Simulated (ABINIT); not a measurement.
# LiBH4 (F-43m): a self-consistent loop beyond G0W0, cycle by cycle, part 3 of 3

How far does self-consistency move the gap of LiBH4 (F-43m)?

ABINIT 10.8.3; PBEsol and many-body steps on it, plane waves. Known limits of the many-body steps: not at the basis limit; coarse k mesh.

So far. Step 10 (evGW, cycle 1): Against G0W0 in ABINIT (4×4×4 mesh, 61 bands, screening to 130.6 eV, Godby-Needs plasmon pole), the gap moves by +0.955 eV. Step 13 (evGW, cycle 2): Against the cycle before, the gap moves by +0.087 eV.

## Step 14: Screening, 4×4×4 mesh, 61 bands, screening to 130.6 eV

This step: RPA screening on PBEsol, plane waves, norm-conserving pseudopotentials.

File run.abi:

```
acell 3*1.0 Angstrom
rprim 
  0.000000000000 2.855319000000 2.855319000000
  2.855319000000 0.000000000000 2.855319000000
  2.855319000000 2.855319000000 -0.000000000000
ntypat 3
znucl 3 5 1
natom 6
typat 1 2 3 3 3 3
xred 
  0.000000000000 0.000000000000 0.000000000000
  0.500000000000 0.500000000000 0.500000000000
  0.376786667500 0.376786667500 0.376786667500
  0.869639997500 0.376786667500 0.376786667500
  0.376786667500 0.376786667500 0.869639997500
  0.376786667500 0.869639997500 0.376786667500
pp_dirpath "pseudos"
pseudos "Li.upf, B.upf, H.upf"
ecut 34
ngkpt 4 4 4
nshiftk 1
shiftk 0 0 0
kptopt 1
chksymbreak 0
istwfk *1
occopt 1
irdwfk 1
optdriver 3
nband 61
ecuteps 4.8
inclvkb 2
awtr 1
symchi 1
gwcalctyp 10
mbpt_sciss 3.622 eV
nqptdm 1
qptdm 
  0 0 0
indata_prefix "in"
outdata_prefix "out"
tmpdata_prefix "tmp"
```

On the command line:

```console
OMP_NUM_THREADS=1 mpirun -n 4 abinit run.abi > log
```

Numbers of over 12 decimals in the logs are rounded to 6 here.

The program printed:

```text
.Version 10.8.3 of ABINIT. v10.8.2 released Aug 2026.

 Symmetries : space group F-4 3 m (#216); Bravais cF (face-center cubic)
[... echo of the input left out ...]
== DATASET  1 ==================================================================
-   mpi_nproc: 4, omp_nthreads: 1 (-1 if OMP is not activated)

--- !DatasetInfo
iteration_state: {dtset: 1, }
dimensions: {natom: 6, nkpt: 8, mband: 61, nsppol: 1, nspinor: 1, nspden: 1, mpw: 2996, }
cutoff_energies: {ecut:  34.0, pawecutdg:  -1.0, }
[...]
[... chi0 elements left out ...]
 For q-point:  0.000010 0.000020 0.000030
  dielectric constant =   2.3859
  dielectric constant without local fields =   2.6082

  Average fulfillment of the sum rule on Im[epsilon] for q-point    1 :     83.93  [%]
[... wings left out ...]
== END DATASET(S) ==============================================================
================================================================================

 -outvars: echo values of variables after computation  --------
           etotal      0.0000000000E+00
            nband          61
             nkpt           8
          spgroup         216
 [... the other variables as echoed above ...]

 Calculation completed.
```

The job ended after 4.7 s (4 MPI ranks of Arm Neoverse N1, shared host; peak memory 0.36 GiB; 18 s of CPU time).

Numbers from this step:

| Property | Result |
| --- | --- |
| ε∞ with local fields, on this mesh, along the program's q direction | 2.386 |
| the same without local fields | 2.608 |
| plasma frequency | 17.21 eV |
| plane waves in the screening matrix | 169 |

This screening uses the functional's bands under a rigid shift, the mean opening of the cycle before.

## Step 15: Screening, 4×4×4 mesh, 61 bands, screening to 130.6 eV

This step: RPA screening on PBEsol from quasiparticle energies, plane waves, norm-conserving pseudopotentials.

run.abi: that of step 14 with these lines changed.

```diff
@@ -33,7 +33,13 @@
 symchi 1
+irdqps 1
 gwcalctyp 10
-mbpt_sciss 3.622 eV
-nqptdm 1
+nqptdm 7
 qptdm 
-  0 0 0
+  0.2500000000 0.0000000000 0.0000000000
+  0.5000000000 0.0000000000 0.0000000000
+  0.2500000000 0.2500000000 0.0000000000
+  0.5000000000 0.2500000000 0.0000000000
+  -0.2500000000 0.2500000000 0.0000000000
+  0.5000000000 0.5000000000 0.0000000000
+  -0.2500000000 0.5000000000 0.2500000000
 indata_prefix "in"
```

File mrgscr.stdin:

```
2
merged
q0_SCR
out_SCR
1
```

On the command line:

```console
OMP_NUM_THREADS=1 mpirun -n 4 abinit run.abi > log; mrgscr < mrgscr.stdin
```

The program printed:

```text
.Version 10.8.3 of ABINIT. v10.8.2 released Aug 2026.

 Symmetries : space group F-4 3 m (#216); Bravais cF (face-center cubic)
[... echo of the input left out ...]
== DATASET  1 ==================================================================
-   mpi_nproc: 4, omp_nthreads: 1 (-1 if OMP is not activated)

--- !DatasetInfo
iteration_state: {dtset: 1, }
dimensions: {natom: 6, nkpt: 8, mband: 61, nsppol: 1, nspinor: 1, nspden: 1, mpw: 2996, }
cutoff_energies: {ecut:  34.0, pawecutdg:  -1.0, }
[...]
q-point number  1        q = ( 0.250000, 0.000000, 0.000000) [r.l.u.]
--------------------------------------------------------------------------------
[... chi0 elements left out ...]
  Average fulfillment of the sum rule on Im[epsilon] for q-point    2 :    106.27  [%]

--------------------------------------------------------------------------------
  q-point number  2        q = ( 0.500000, 0.000000, 0.000000) [r.l.u.]
--------------------------------------------------------------------------------
[... chi0 elements left out ...]
  Average fulfillment of the sum rule on Im[epsilon] for q-point    3 :     96.34  [%]

 [... 5 further q-points ...]
```

Wall time 13 s (4 MPI ranks); peak memory 0.49 GiB; 52 s of CPU time.

This step gave:

```
plasma frequency                    : 17.21 eV
plane waves in the screening matrix : 169
```

This screening reads the quasiparticle levels of the cycle before.

## Step 16: evGW, cycle 3

This step: evGW on PBEsol, plane waves, norm-conserving pseudopotentials.

run.abi: that of step 15 with these lines changed.

```diff
@@ -27,12 +27,10 @@
 irdwfk 1
-optdriver 3
+optdriver 4
 nband 61
-ecuteps 4.8
-inclvkb 2
-awtr 1
-symchi 1
-irdqps 1
 gwcalctyp 10
-nqptdm 7
-qptdm 
+ecutsigx 34
+symsigma 1
+nkptgw 8
+kptgw 
+  0.0000000000 0.0000000000 0.0000000000
   0.2500000000 0.0000000000 0.0000000000
@@ -44,2 +42,15 @@
   -0.2500000000 0.5000000000 0.2500000000
+bdgw 
+  1 13
+  1 13
+  1 13
+  1 13
+  1 13
+  1 13
+  1 13
+  1 13
+ecuteps 4.8
+irdscr 1
+ppmodel 1
+irdqps 1
 indata_prefix "in"
```

On the command line:

```console
OMP_NUM_THREADS=1 mpirun -n 4 abinit run.abi > log
```

The program printed:

```text
.Version 10.8.3 of ABINIT. v10.8.2 released Aug 2026.

 Symmetries : space group F-4 3 m (#216); Bravais cF (face-center cubic)
[... echo of the input left out ...]
== DATASET  1 ==================================================================
-   mpi_nproc: 4, omp_nthreads: 1 (-1 if OMP is not activated)

--- !DatasetInfo
iteration_state: {dtset: 1, }
dimensions: {natom: 6, nkpt: 8, mband: 61, nsppol: 1, nspinor: 1, nspden: 1, mpw: 2996, }
cutoff_energies: {ecut:  34.0, pawecutdg:  -1.0, }
[...]
.  kptgw no:  3; Maximum DeltaE = (  -0.013  -0.000) for band index:  2
[...]
.  kptgw no:  7; Maximum DeltaE = (  -0.019  -0.001) for band index:  2
.  kptgw no:  8; Maximum DeltaE = (  -0.018  -0.001) for band index:  2

== END DATASET(S) ==============================================================
================================================================================

 -outvars: echo values of variables after computation  --------
           etotal      0.0000000000E+00
            nband          61
             nkpt           8
          spgroup         216
 [... the other variables as echoed above ...]

 Calculation completed.
```

The job ended after 94 s (4 MPI ranks; peak memory 1.1 GiB; 6.3 min of CPU time).

Numbers from this step:

```
quasiparticle gap on the mesh                         : 9.507 eV
gap of the density functional on the mesh             : 5.992 eV
k of the valence top                                  : 0, 0, 0
k of the conduction bottom                            : 0.5, 0.5, 0
least direct quasiparticle gap on the computed points : 9.891 eV
```

Against the cycle before, the gap moves by +0.011 eV.

## Step 17: Screening, 4×4×4 mesh, 61 bands, screening to 130.6 eV

This step: RPA screening on PBEsol, plane waves, norm-conserving pseudopotentials.

File run.abi:

```
acell 3*1.0 Angstrom
rprim 
  0.000000000000 2.855319000000 2.855319000000
  2.855319000000 0.000000000000 2.855319000000
  2.855319000000 2.855319000000 -0.000000000000
ntypat 3
znucl 3 5 1
natom 6
typat 1 2 3 3 3 3
xred 
  0.000000000000 0.000000000000 0.000000000000
  0.500000000000 0.500000000000 0.500000000000
  0.376786667500 0.376786667500 0.376786667500
  0.869639997500 0.376786667500 0.376786667500
  0.376786667500 0.376786667500 0.869639997500
  0.376786667500 0.869639997500 0.376786667500
pp_dirpath "pseudos"
pseudos "Li.upf, B.upf, H.upf"
ecut 34
ngkpt 4 4 4
nshiftk 1
shiftk 0 0 0
kptopt 1
chksymbreak 0
istwfk *1
occopt 1
irdwfk 1
optdriver 3
nband 61
ecuteps 4.8
inclvkb 2
awtr 1
symchi 1
gwcalctyp 10
mbpt_sciss 3.634 eV
nqptdm 1
qptdm 
  0 0 0
indata_prefix "in"
outdata_prefix "out"
tmpdata_prefix "tmp"
```

The program printed:

```text
.Version 10.8.3 of ABINIT. v10.8.2 released Aug 2026.

 Symmetries : space group F-4 3 m (#216); Bravais cF (face-center cubic)
[... echo of the input left out ...]
== DATASET  1 ==================================================================
-   mpi_nproc: 4, omp_nthreads: 1 (-1 if OMP is not activated)

--- !DatasetInfo
iteration_state: {dtset: 1, }
dimensions: {natom: 6, nkpt: 8, mband: 61, nsppol: 1, nspinor: 1, nspden: 1, mpw: 2996, }
cutoff_energies: {ecut:  34.0, pawecutdg:  -1.0, }
[...]
[... chi0 elements left out ...]
 For q-point:  0.000010 0.000020 0.000030
  dielectric constant =   2.3847
  dielectric constant without local fields =   2.6067

  Average fulfillment of the sum rule on Im[epsilon] for q-point    1 :     83.96  [%]
[... wings left out ...]
== END DATASET(S) ==============================================================
================================================================================

 -outvars: echo values of variables after computation  --------
           etotal      0.0000000000E+00
            nband          61
             nkpt           8
          spgroup         216
 [... the other variables as echoed above ...]

 Calculation completed.
```

Wall time 4.7 s (4 MPI ranks); peak memory 0.36 GiB; 18 s of CPU time.

Numbers from this step:

```yaml
eps_infinity_with_local_fields_on_this_mesh_along_the_program_s_q_direction: 2.385
the_same_without_local_fields: 2.607
plasma_frequency: 17.21 eV
plane_waves_in_the_screening_matrix: 169
```

This screening uses the functional's bands under a rigid shift, the mean opening of the cycle before.

## Step 18: Screening, 4×4×4 mesh, 61 bands, screening to 130.6 eV

This step: RPA screening on PBEsol from quasiparticle energies, plane waves, norm-conserving pseudopotentials.

run.abi: that of step 17 with these lines changed.

```diff
@@ -33,7 +33,13 @@
 symchi 1
+irdqps 1
 gwcalctyp 10
-mbpt_sciss 3.634 eV
-nqptdm 1
+nqptdm 7
 qptdm 
-  0 0 0
+  0.2500000000 0.0000000000 0.0000000000
+  0.5000000000 0.0000000000 0.0000000000
+  0.2500000000 0.2500000000 0.0000000000
+  0.5000000000 0.2500000000 0.0000000000
+  -0.2500000000 0.2500000000 0.0000000000
+  0.5000000000 0.5000000000 0.0000000000
+  -0.2500000000 0.5000000000 0.2500000000
 indata_prefix "in"
```

mrgscr.stdin is that of step 15.

On the command line:

```console
OMP_NUM_THREADS=1 mpirun -n 4 abinit run.abi > log; mrgscr < mrgscr.stdin
```

The program printed:

```text
.Version 10.8.3 of ABINIT. v10.8.2 released Aug 2026.

 Symmetries : space group F-4 3 m (#216); Bravais cF (face-center cubic)
[... echo of the input left out ...]
== DATASET  1 ==================================================================
-   mpi_nproc: 4, omp_nthreads: 1 (-1 if OMP is not activated)

--- !DatasetInfo
iteration_state: {dtset: 1, }
dimensions: {natom: 6, nkpt: 8, mband: 61, nsppol: 1, nspinor: 1, nspden: 1, mpw: 2996, }
cutoff_energies: {ecut:  34.0, pawecutdg:  -1.0, }
[...]
q-point number  1        q = ( 0.250000, 0.000000, 0.000000) [r.l.u.]
--------------------------------------------------------------------------------
[... chi0 elements left out ...]
  Average fulfillment of the sum rule on Im[epsilon] for q-point    2 :    106.33  [%]

--------------------------------------------------------------------------------
  q-point number  2        q = ( 0.500000, 0.000000, 0.000000) [r.l.u.]
--------------------------------------------------------------------------------
[... chi0 elements left out ...]
  Average fulfillment of the sum rule on Im[epsilon] for q-point    3 :     96.38  [%]

 [... 5 further q-points ...]
```

Elapsed: 13 s, on 4 MPI ranks; peak memory 0.49 GiB.

This step gave:

| Property | Result |
| --- | --- |
| plasma frequency | 17.21 eV |
| plane waves in the screening matrix | 169 |

This screening reads the quasiparticle levels of the cycle before.

## Step 19: evGW, cycle 4

This step: evGW on PBEsol, plane waves, norm-conserving pseudopotentials.

run.abi: that of step 18 with these lines changed.

```diff
@@ -27,12 +27,10 @@
 irdwfk 1
-optdriver 3
+optdriver 4
 nband 61
-ecuteps 4.8
-inclvkb 2
-awtr 1
-symchi 1
-irdqps 1
 gwcalctyp 10
-nqptdm 7
-qptdm 
+ecutsigx 34
+symsigma 1
+nkptgw 8
+kptgw 
+  0.0000000000 0.0000000000 0.0000000000
   0.2500000000 0.0000000000 0.0000000000
@@ -44,2 +42,15 @@
   -0.2500000000 0.5000000000 0.2500000000
+bdgw 
+  1 13
+  1 13
+  1 13
+  1 13
+  1 13
+  1 13
+  1 13
+  1 13
+ecuteps 4.8
+irdscr 1
+ppmodel 1
+irdqps 1
 indata_prefix "in"
```

On the command line:

```console
OMP_NUM_THREADS=1 mpirun -n 4 abinit run.abi > log
```

The program printed:

```text
.Version 10.8.3 of ABINIT. v10.8.2 released Aug 2026.

 Symmetries : space group F-4 3 m (#216); Bravais cF (face-center cubic)
[... echo of the input left out ...]
== DATASET  1 ==================================================================
-   mpi_nproc: 4, omp_nthreads: 1 (-1 if OMP is not activated)

--- !DatasetInfo
iteration_state: {dtset: 1, }
dimensions: {natom: 6, nkpt: 8, mband: 61, nsppol: 1, nspinor: 1, nspden: 1, mpw: 2996, }
cutoff_energies: {ecut:  34.0, pawecutdg:  -1.0, }
[...]
.  kptgw no:  3; Maximum DeltaE = (  -0.001  -0.000) for band index:  1
[...]
.  kptgw no:  7; Maximum DeltaE = (  -0.002   0.000) for band index:  3
.  kptgw no:  8; Maximum DeltaE = (   0.001   0.002) for band index: 11

== END DATASET(S) ==============================================================
================================================================================

 -outvars: echo values of variables after computation  --------
           etotal      0.0000000000E+00
            nband          61
             nkpt           8
          spgroup         216
 [... the other variables as echoed above ...]

 Calculation completed.
```

Wall time 94 s (4 MPI ranks); peak memory 1.1 GiB.

This step gave:

```
quasiparticle gap on the mesh                         : 9.508 eV
gap of the density functional on the mesh             : 5.992 eV
k of the valence top                                  : 0, 0, 0
k of the conduction bottom                            : 0.5, 0.5, 0
least direct quasiparticle gap on the computed points : 9.893 eV
```

Against the cycle before, the gap moves by +0.001 eV.

## Step 20: Side by side

Times are wall times on 4 MPI ranks of Arm Neoverse N1, shared host, good to a factor of about two. A run's time includes the screening step that it read.

| run | mesh | bands | screening cutoff (eV) | DFT gap (eV) | gap on the mesh (eV) | direct (eV) | ε∞ used | time |
| --- | --- | --- | --- | --- | --- | --- | --- | --- |
| G0W0 | 4×4×4 | 61 | 130.6 | 5.992 | 8.454 | 8.789 | 2.90 | 24 s |
| evGW0, cycle 1 | 4×4×4 | 61 | 130.6 | 5.992 | 8.978 | 9.362 | 2.90 | 1.8 min |
| evGW0, cycle 2 | 4×4×4 | 61 | 130.6 | 5.992 | 8.828 | 9.190 | 2.90 | 1.8 min |
| evGW0, cycle 3 | 4×4×4 | 61 | 130.6 | 5.992 | 8.833 | 9.197 | 2.90 | 1.8 min |
| evGW, cycle 1 | 4×4×4 | 61 | 130.6 | 5.992 | 9.409 | 9.793 | 2.46 | 1.9 min |
| evGW, cycle 2 | 4×4×4 | 61 | 130.6 | 5.992 | 9.496 | 9.880 | 2.39 | 1.9 min |
| evGW, cycle 3 | 4×4×4 | 61 | 130.6 | 5.992 | 9.507 | 9.891 | 2.39 | 1.9 min |
| evGW, cycle 4 | 4×4×4 | 61 | 130.6 | 5.992 | 9.508 | 9.893 | 2.38 | 1.9 min |

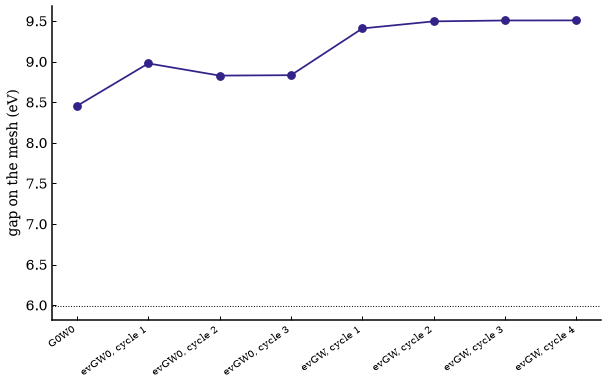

The gap through the cycles; the dotted line is the starting gap.

## Step 21: Summary of results

| Quantity | Value |
| --- | --- |
| G0W0 | 8.454 eV |
| evGW0, cycle 1 | 8.978 eV |
| evGW0, cycle 2 | 8.828 eV |
| evGW0, cycle 3 | 8.833 eV |
| evGW, cycle 1 | 9.409 eV |
| evGW, cycle 2 | 9.496 eV |
| evGW, cycle 3 | 9.507 eV |
| evGW, cycle 4 | 9.508 eV |
| known limits | not at the basis limit; coarse k mesh |

In words: Only the bands that the input lists are updated; the others, empty or deep, keep the functional's energies or take a rigid shift. The evGW loop starts from the last levels of evGW0, so its cycles and time come on top of those. evGW0 ends at 8.83 eV, +0.38 eV from G0W0, after 3 cycles that took 4.7 min beside the first screening; the last moved the gap by 0.005 eV. evGW ends at 9.51 eV, +1.05 eV from G0W0, after 4 cycles that took 7.5 min beside the first screening; the last moved the gap by 0.001 eV. The first cycle of evGW0 takes the full correction, without the factor Z, so it overshoots the one-shot value. Bands and cutoff are finite, so the gap is not at the basis limit. The miss can reach some tenths of an eV and take either sign; the mesh is an error of its own. The 4×4×4 mesh is coarse for this cell, which bears on the long-range parts of exchange and screening. In the updated screening the q = 0 part is built from Kohn-Sham bands under a rigid shift, the other q from the quasiparticle levels.

[Paths, hosts, dates, memory and timing lines, banners, echoed tables and standing remarks are left out of the program output.]

[Logs are printed without paths, hosts, clocks, repeated set-up lines and the standing remarks that a program may print on its own settings, such as how far it seeks lower states.]

[Runs of the session that timed out or met a known fault of the program may be left out.]

[Hosts, paths, dates, database ids (printed as entryN), source tags and the programs' standing remarks are cut or masked in the printed files.]

[G0W0 gaps are taken among the corrected bands and points alone; a level outside them can change the order at an edge.]

[Where Ansatz stands beside ABINIT at settings called matched, ABINIT's density can come from a denser mesh and the files from another edition; pairs whose starting gaps differed by over 0.03 eV were left out, so agreement reads better than it is.]
